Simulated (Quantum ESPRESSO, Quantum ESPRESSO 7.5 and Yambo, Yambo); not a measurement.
# AlN (P6_3mc): G0W0 on several meshes in Yambo

Aim: the GW shift of AlN (P6_3mc) against the k mesh.

Program: Quantum ESPRESSO 7.5 and Yambo 5.3.0. Level of theory: PBE and many-body steps on it, plane waves. Results are calculated unless marked as measured.

The database entry behind the starting cell differs from later determinations by our own check (inner coordinate u about 0.002 short), so it need not match the best structure at ambient conditions.

### 1. The structure

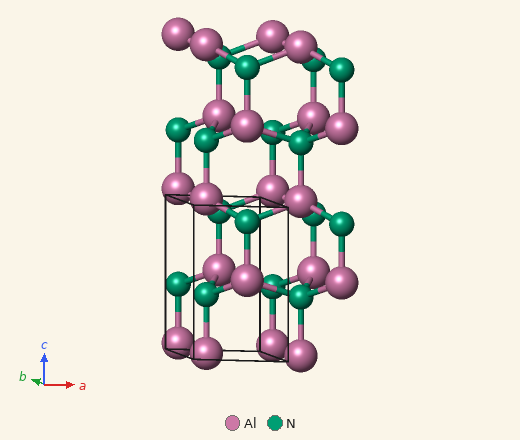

Start, viewed slightly off an axis; aluminium pink, nitrogen teal. 2×2×2 cells are drawn. Some periodic images of atoms are drawn too.

The cell and positions come from the Crystallography Open Database and are kept as given unless a step says otherwise.

### 2. Empty states on the mesh, 6×6×4 mesh, 276 bands

This step: Quantum ESPRESSO 7.5; DFT, PBE, plane waves, norm-conserving pseudopotentials.

The sums over transitions need many empty states on a uniform mesh; this step solves for them.

Contents of pw.in:

```
&control
  calculation = 'nscf'
  prefix = 'x'
  outdir = 'o'
  pseudo_dir = 'pseudo'
/
&system
  ibrav = 0
  nat = 4
  ntyp = 2
  ecutwfc = 72.0
  nbnd = 276
  force_symmorphic = .true.
/
&electrons
  conv_thr = 1e-9
  electron_maxstep = 80
  diago_full_acc = .true.
  diago_thr_init = 5e-6
/
ATOMIC_SPECIES
  Al 26.982 Al.upf
  N 14.007 N.upf
CELL_PARAMETERS angstrom
  3.1130000000 -0.0000000000 0.0000000000
  -1.5565000000 2.6959370820 0.0000000000
  0.0000000000 0.0000000000 4.9810000000
ATOMIC_POSITIONS crystal
  Al 0.3333333333 0.6666666667 0.0000000000
  Al 0.6666666667 0.3333333333 0.5000000000
  N 0.3333333333 0.6666666667 0.3800000000
  N 0.6666666667 0.3333333333 0.8800000000
K_POINTS automatic
  6 6 4 0 0 0
```

On the command line:

```console
OMP_NUM_THREADS=1 mpirun -n 4 pw.x -nk 4 -in pw.in > pw.out
```

What it wrote:

```text
Program PWSCF v.7.5 starts

     This program is part of the open-source Quantum ESPRESSO suite
     for quantum simulation of materials; please cite
         "P. Giannozzi et al., J. Phys.:Condens. Matter 21 395502 (2009);
         "P. Giannozzi et al., J. Phys.:Condens. Matter 29 465901 (2017);
         "P. Giannozzi et al., J. Chem. Phys. 152 154105 (2020);
     in publications or presentations arising from this work. More details at

     Atomic positions and unit cell read from directory:
     o/x.save/

     Message from routine setup:
[...]
76.5466  76.5466  76.9146  76.9146  76.9146  76.9146  77.7650  77.7650
     [... 23 further rows ...]
   182.9558 182.9558 187.6905 187.6905 187.6905 187.6905 191.0097 191.0097
   191.0097 191.0097 192.5060 192.5060

          k = 0.0000 0.1925 0.0000 (  2896 PWs)   bands (ev):

     [... further k-points ...]

     highest occupied, lowest unoccupied level (ev):     7.1067   11.3272

     XML data file, pseudopotentials, collected wavefunctions

=------------------------------------------------------------------------------=
   JOB DONE.
=------------------------------------------------------------------------------=
```

Run time: 57 s. Hardware: 4 MPI ranks of Arm Neoverse V1, shared host; peak memory 0.47 GiB; 3.8 min of CPU time.

Numbers from this step:

```yaml
gap: 4.221 eV
k_of_the_valence_top: 0, 0, 0
k_of_the_conduction_bottom: 0, 0, 0
least_direct_gap: 4.221 eV
k_points_computed: 24
lowest_point_of_the_top_converged_band_above_the_valence_top: 181.8092 eV
```

On this mesh the gap is 4.221 eV.

The density comes from a self-consistent run that is not shown.

### 3. Conversion and set-up

This step: Yambo 5.3.0; conversion and set-up on PBE, plane waves, norm-conserving pseudopotentials.

The states are converted to the many-body program's format and the q mesh is built.

On the command line:

```console
(cd o/x.save; p2y > p2y.log; mv SAVE ../..); yambo > setup.log
```

What it wrote:

```text
 Yambo, version 5.3.0

 [02] CORE Variables Setup
 =========================

  [02.01] Unit cells
  ==================

  Cell kind             :  HCP
  Atoms in the cell     :  Al  N
  number of Al atoms    :  2
  number of N  atoms    :  2

  List of atomic masses
  Mass of Al    :  26.98200
  Mass of N     :  14.00700

  List of atomic coordinates    : [cc]
  Al1       : -0.29414E-09   3.3964       0.0000      order 1
  Al2       :  2.941359  1.698194  4.706363  order 2
  N1       : -0.29414E-09   3.3964       3.5768      order 3
[...]
Q [ 1]         [rlu]:  0.000000  0.000000  0.000000
 Q [ 2]         [rlu]:  0.000000  0.000000  0.250000
 Q [ 3]         [rlu]:  0.000000  0.000000 -0.500000
[...]
Q [ 8]         [rlu]: -0.40821E-19  0.33333      0.25000
 Q [ 9]         [rlu]: -0.40821E-19  0.33333     -0.50000
 Q [10]         [rlu]:  0.61232E-19 -0.50000       0.0000
     [... 12 further rows ...]
 Q [23]         [rlu]:  0.40821E-19 -0.33333      0.25000
 Q [24]         [rlu]: -0.166667 -0.333333  0.250000

  [03.01] X indexes
  =================

   [03.01.01] Sigma indexes
   ========================

 [06] Game Over & Game summary
```

Elapsed: 2.6 s, on 1 MPI rank; peak memory 0.24 GiB.

### 4. 6×6×4

G0W0 replaces the xc potential by the self-energy, built once from these orbitals. Only a window of levels is corrected, while the sums run over the empty bands that the input names.

This step: G0W0 on PBE, plane waves, norm-conserving pseudopotentials.

Contents of gw2.in:

```
HF_and_locXC
gw0
dyson
ppa
em1d
rim_cut
RandQpts= 1000000
RandGvec= 1 RL
EXXRLvcs= 72 Ry
VXCRLvcs= 288 Ry
Chimod= "HARTREE"
% BndsRnXp
 1 | 117 |
%
NGsBlkXp= 10.5 Ry
% LongDrXp
 1 | 1 | 1 |
%
% GbndRnge
 1 | 117 |
%
DysSolver= "n"
ExtendOut
PPAPntXp= 27.21138 eV
% QPkrange
 1 | 1 | 7 | 10 |
%
```

On the command line:

```console
OMP_NUM_THREADS=1 mpirun -n 4 yambo -F gw2.in -J gw2 -C gw2 > gw2.log
```

What it wrote:

```text
 Yambo, version 5.3.0

 [02] CORE Variables Setup
 =========================

  [... cell, symmetries and grids as in the set-up ...]

  [02.05] Energies & Occupations
  ==============================

  [X] === General ===
  [X] Electronic Temperature                        :  0.000000  0.000000 [eV K]
  [X] Bosonic    Temperature                        :  0.000000  0.000000 [eV K]
  [X] Finite Temperature mode                       : no
  [X] El. density                                   :  0.38275E+24 [cm-3]
  [X] Fermi Level                                   :  7.106664 [eV]

  [X] === Gaps and Widths ===
  [X] Conduction Band Min                           :  4.220509 [eV]
  [X] Valence Band Max                              :  0.000000 [eV]
  [X] Filled Bands                                  :   8
  [X] Empty Bands                                   :    9  276
  [X] Direct Gap                                    :  4.220509 [eV]
  [X] Direct Gap localized at k                     :  1
  [X] Indirect Gap                                  :  4.220509 [eV]
  [X] Indirect Gap between kpts                     :  1  1
  [X] Last valence band width                       :  2.371270 [eV]
  [X] 1st conduction band width                     :  3.218767 [eV]

 [03] Transferred momenta grid and indexing
 ==========================================

 IBZ Q-points                                      :  24
 BZ  Q-points                                      :  144

 K/Q-points units:
 rlu = crystal or reduced units; cc = cartesian coordinates; iku = interal k-units

 Q [ 1]         [rlu]:  0.000000  0.000000  0.000000
 Q [ 2]         [rlu]:  0.000000  0.000000  0.250000
 Q [ 3]         [rlu]:  0.000000  0.000000 -0.500000
 Q [ 4]         [rlu]: -0.20411E-19  0.16667       0.0000
 Q [ 5]         [rlu]: -0.20411E-19  0.16667      0.25000
 Q [ 6]         [rlu]: -0.20411E-19  0.16667     -0.50000
 Q [ 7]         [rlu]: -0.40821E-19  0.33333       0.0000
 Q [ 8]         [rlu]: -0.40821E-19  0.33333      0.25000
 Q [ 9]         [rlu]: -0.40821E-19  0.33333     -0.50000
 Q [10]         [rlu]:  0.61232E-19 -0.50000       0.0000
     [... 12 further rows ...]
 Q [23]         [rlu]:  0.40821E-19 -0.33333      0.25000
 Q [24]         [rlu]: -0.166667 -0.333333  0.250000

 [04] Coloumb potential Random Integration (RIM)
 ===============================================

  [04.01] RIM initialization
  ==========================

  * Diagonal components only detected *

  8 x (sBL volume)        :  0.048850 [a.u.]
  sBZ random points       :  1000000
  Points outside the sBZ  :   7993074
  RL volume               :  0.879301 [a.u.]
  Integrated volume       :  0.880063 [a.u.]

  [04.02] RIM integrals
  =====================

  Gamma point sphere radius             :  0.066309 [a.u.]
  Points outside the sphere             :   799492
  [Int_sBZ(q=0) 1/q^2]*(Vol_sBZ)^(-1/3) =:  7.696680
                                 should be <:  7.795600

  Summary of Coulomb integrals for non-metallic bands |Q|[au] RIM/Bare

  Q [1] 0.100000E-4 0.987311 * Q [2] 0.166880 0.999150
  Q [4] 0.205551 1.083344 * Q [22] 0.264765 1.045696
  Q [5] 0.264765 1.046224 * Q [3] 0.333760 1.007631
  Q [13] 0.356025 1.029661 * Q [6] 0.391978 1.013397
  Q [14] 0.393196 1.022591 * Q [7] 0.411102 1.022260
  Q [23] 0.443682 1.017481 * Q [8] 0.443682 1.017967
[...]
Q [18] 0.638087 1.008488 * Q [11] 0.638835 1.009038
  Q [12] 0.701183 1.006935 * Q [19] 0.712050 1.008167
  Q [20] 0.731344 1.007550 * Q [21] 0.786391 1.006247

 [WARNING] [Xp] User bands 1-117 break level degeneracy

 [05] Dipoles
 ============

  [05.01] Setup: observables and procedures
  =========================================

  [WARNING] [x,Vnl] slows the Dipoles computation. To neglect it rename the ns.kb_pp file

 [06] Dynamic Dielectric Matrix (PPA)
 ====================================

 [WR./gw2//ndb.pp]---------------------------------------------------------------
  Brillouin Zone Q/K grids (IBZ/BZ)                :   24  144   24  144
  RL vectors                                       :   3777 [WF]
  Coulomb cutoff potential                         : none
  Electronic Temperature                           :  0.000000 [K]
  Bosonic    Temperature                           :  0.000000 [K]
  PPA    diel. fun.  energies                      : Perdew, Burke & Ernzerhof(X)+Perdew, Burke & Ernzerhof(C)
  wavefunctions                                    : Perdew, Burke & Ernzerhof(X)+Perdew, Burke & Ernzerhof(C)
  Global Gauge                                     : length
  X matrix size                                    :  147
  X band range                                     :    1  117
  X e/h energy range                               : -1.000000 -1.000000 [eV]
  X Time ordering                                  : R
  X Hxc Kernel                                     : HARTREE
  X Drude frequency                                :  0.000000  0.000000
  X poles                                          :  100.0000 [o/o]
  RL vectors in the sum                            :   3777
  [r,Vnl] included                                 : yes
  Field direction                                  :  0.577350E-5  0.577350E-5  0.577350E-5
  BZ energy Double Grid                            : no
  BZ energy DbGd points                            : 0
  BZ Q point size factor                           : -1.000000
  X Optical Averaged directions                    : none

 [07] Local Exchange-Correlation + Non-Local Fock
 ================================================

 [VXC] Plane waves :  23187
 [EXS] Plane waves :  2875

 QP @ state[ 1 ] K range:  1  1
 QP @ state[ 1 ] b range:   7  10

 [xc] Functional : Perdew, Burke & Ernzerhof(X)+Perdew, Burke & Ernzerhof(C)
 [xc] LIBXC used to calculate xc functional
  PP Number of Atomic Species                      :  2
  NLCC RL compoments                               :  23187
  PP Number of Atomic Species                      :  2
  NLCC RL compoments                               :  23187

 [xc] E_xc :  -6.913625 [Ha]
      E_xc :  -13.82725 [Ry]

  Local XC kind (lXC) : Perdew, Burke & Ernzerhof(X)+Perdew, Burke & Ernzerhof(C)
  Non-Local XC kind (nlXC) : Hartree-Fock

  Corrections @ K [1] :  [eV]
 <7|nlXC|7> = -20.91566  0.23917E-16 <7|lXC|7> = -16.96801  0.48934E-26
 <8|nlXC|8> = -20.95694 -0.31178E-16 <8|lXC|8> = -17.07789 -0.26980E-21
 <9|nlXC|9> = -8.089297 -0.32363E-17 <9|lXC|9> = -12.52688  0.18882E-15
 <10|nlXC|10> = -5.828715  0.24945E-18 <10|lXC|10> = -10.83589  0.37764E-15

 [08] Dyson equation: Newton solver
 ==================================

  [08.01] G0W0 (W PPA)
  ====================

  [  GW  ] Bands range     :    1  117
  [GW/PPA] G damping       :  0.100000 [eV]

  QP @ state[ 1 ] K range:  1  1
  QP @ state[ 1 ] b range:   7  10

   Sc/G bands                                       :    1  117
   Sc/G damping                                     :  0.100000 ev
   Sc bands terminator                              : no
   Sx RL components                                 :  2875

   QP @ state[ 1 ] K range                          :  1  1
   QP @ state[ 1 ] b range                          :   7  10
   GF energies kind                                 : Perdew, Burke & Ernzerhof(X)+Perdew, Burke & Ernzerhof(C)
   GF WF`s kind                                     : Perdew, Burke & Ernzerhof(X)+Perdew, Burke & Ernzerhof(C)
   Xs energies kind                                 : Perdew, Burke & Ernzerhof(X)+Perdew, Burke & Ernzerhof(C)
   Xs WF`s kind                                     : Perdew, Burke & Ernzerhof(X)+Perdew, Burke & Ernzerhof(C)

 [11] Game Over & Game summary
```

Run time: 3.1 min. Hardware: 4 MPI ranks; peak memory 1.8 GiB.

This step gave:

| Quantity | Value |
| --- | --- |
| G0W0 gap on the points computed | 5.545 eV |
| starting gap on the mesh | 4.221 eV |
| k of the valence top | 0, 0, 0 |
| k of the conduction bottom | 0, 0, 0 |
| least direct G0W0 gap on the computed points | 5.545 eV |
| Z at the valence top | 0.7948 |
| Z at the conduction bottom | 0.8232 |

The gap on the mesh goes from 4.22 eV to 5.54 eV, a correction of +1.32 eV.

### 5. Empty states on the mesh, 3×3×2 mesh, 117 bands

This step: Quantum ESPRESSO 7.5; DFT, PBE, plane waves, norm-conserving pseudopotentials.

pw.in: that of step 2 with these lines changed.

```diff
@@ -11,3 +11,3 @@
   ecutwfc = 72.0
-  nbnd = 276
+  nbnd = 117
   force_symmorphic = .true.
@@ -33,2 +33,2 @@
 K_POINTS automatic
-  6 6 4 0 0 0
+  3 3 2 0 0 0
```

On the command line:

```console
OMP_NUM_THREADS=1 mpirun -n 4 pw.x -nk 4 -in pw.in > pw.out
```

What it wrote:

```text
[banner, memory and clock lines left out]
Program PWSCF v.7.5 starts

     Atomic positions and unit cell read from directory:
     o/x.save/

     Message from routine setup:
     using ibrav=0 with symmetry is DISCOURAGED, use correct ibrav instead

     G-vector sticks info

     bravais-lattice index     =            0
     lattice parameter (alat)  =       5.8827  a.u.
     unit-cell volume          =     282.0993 (a.u.)^3
     number of atoms/cell      =            4
     number of atomic types    =            2
     number of electrons       =        16.00
[...]
[... 3 further rows ...]
[...]
95.8399  95.8399 103.4994 103.4994 106.1034

          k = 0.0000 0.3849 0.0000 (  2892 PWs)   bands (ev):

[...]
75.0803  75.5043  76.5509  77.1276  77.8114  78.0266  78.5737  80.3403
     [... 3 further rows ...]
    98.3957  99.2582  99.5361 101.1783 101.7382 101.8010 102.8919 103.2494
   104.0174 104.1968 104.9920 105.2731 105.9504

          k = 0.0000 0.3849-0.3125 (  2912 PWs)   bands (ev):

     [... further k-points ...]

     highest occupied, lowest unoccupied level (ev):     7.1067   11.3272

     XML data file, pseudopotentials, collected wavefunctions
```

Elapsed: 5.6 s, on 4 MPI ranks; peak memory 0.28 GiB.

Numbers from this step:

```yaml
gap: 4.221 eV
k_of_the_valence_top: 0, 0, 0
k_of_the_conduction_bottom: 0, 0, 0
least_direct_gap: 4.221 eV
k_points_computed: 6
lowest_point_of_the_top_converged_band_above_the_valence_top: 97.1040 eV
```

On this mesh the gap is 4.221 eV.

(Part 1 of 2 ends here.)

[Paths, hosts, dates, memory and timing lines, banners, echoed tables and standing remarks are left out of the program output.]

[Logs are printed without paths, hosts, clocks, repeated set-up lines and the standing remarks that a program may print on its own settings, such as how far it seeks lower states.]

[Runs of the session that timed out or met a known fault of the program may be left out.]

[Hosts, paths, dates, database ids (printed as entryN), source tags and the programs' standing remarks are cut or masked in the printed files.]
